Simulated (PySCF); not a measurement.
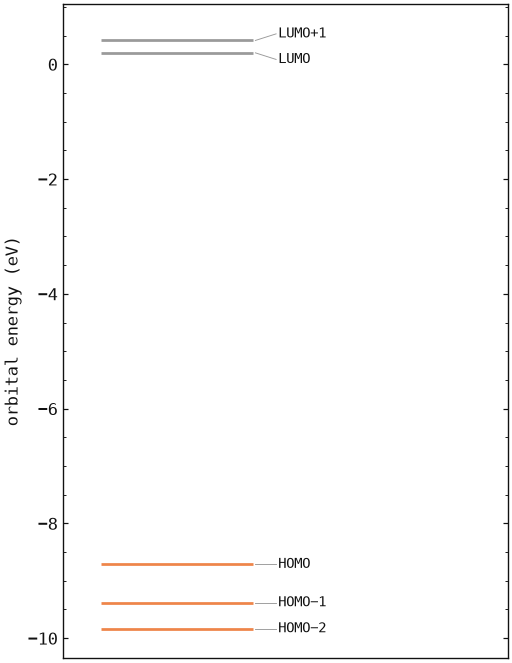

Kohn-Sham orbital energies near the frontier, CAM-B3LYP/def2-SVPD in PySCF, at a GFN2-xTB geometry (no frequency check), isolated molecule; empty levels in grey, levels within 0.03 eV side by side.

Which molecule has this level scheme?
A. C₂H₉BN₂, SMILES C/N=C\[BH2-][NH3+]
B. C₂H₁₀ClNSi₃, SMILES C=C[Si@@H](Cl)[SiH2]N[SiH3]
C. C₄H₄F₄, SMILES C[C@H](F)C(F)=C(F)F

Option B. HOMO −8.71 eV, LUMO 0.20 eV, separation 8.91 eV.

Known limits of this run: the tight-binding geometry is rougher than a DFT one and adds to the error; one conformer of a flexible molecule; empty levels above zero depend strongly on the basis.
